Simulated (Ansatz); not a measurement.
# How methods differ on BPH4 (SMILES BP)

The species is BPH4 (6 atoms), meant as a singlet with charge 0. As SMILES, `BP`. The shape is that of a GFN2-xTB optimisation.

```xyz
6

B     0.0027   -0.8680    0.1189
P     0.3787    0.9288    0.2596
H    -0.7775   -1.3512    0.8429
H     0.6592   -1.5409   -0.5759
H     0.5991    1.3191   -1.0437
H    -0.8623    1.5122    0.3982
```

Each level gives the energy change with the P2–H5 bond stretched from 1.378 to 1.723 Å (eV). The values are calculated.

```tsv
level	kind	program	value (eV)	less FCI/STO-3G
HF/STO-3G (restricted)	Hartree–Fock	Ansatz	1.34	+0.43
BLYP/STO-3G (restricted)	GGA	Ansatz	0.81	-0.10
r2SCAN0/STO-3G (restricted)	hybrid meta-GGA	Ansatz	1.07	+0.16
wB97M-V/STO-3G (restricted)	range-separated hybrid	Ansatz	1.05	+0.14
wB97X/STO-3G (restricted)	range-separated hybrid	Ansatz	1.08	+0.17
B2PLYP/STO-3G (restricted)	double hybrid	Ansatz	1.03	+0.12
RPA@PBE/STO-3G (restricted)	RPA	Ansatz	0.87	-0.04
CCSDTQ/STO-3G (restricted)	coupled cluster or CI	Ansatz	0.91	0.00
FCI/STO-3G	exact in the basis	Ansatz	0.91	0.00
```

FCI/STO-3G is exact within its basis and frozen core, so for wave-function methods in that basis the difference is their error; functionals converge differently with the basis, so for them it is only a difference. The first shape isn't each level's own minimum. The values span 0.81 to 1.34 eV. All rows use very small basis sets, so none should be taken for the real molecule's value.

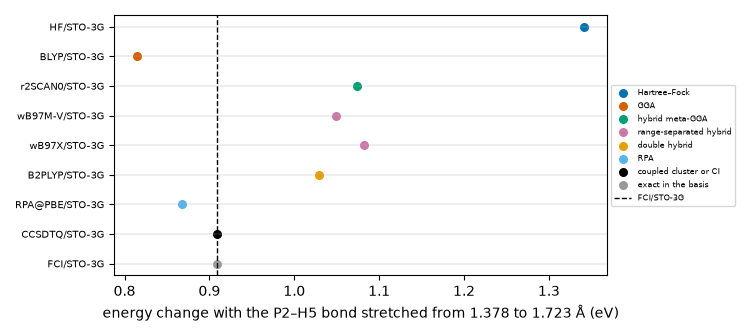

The values of the table, level by level.
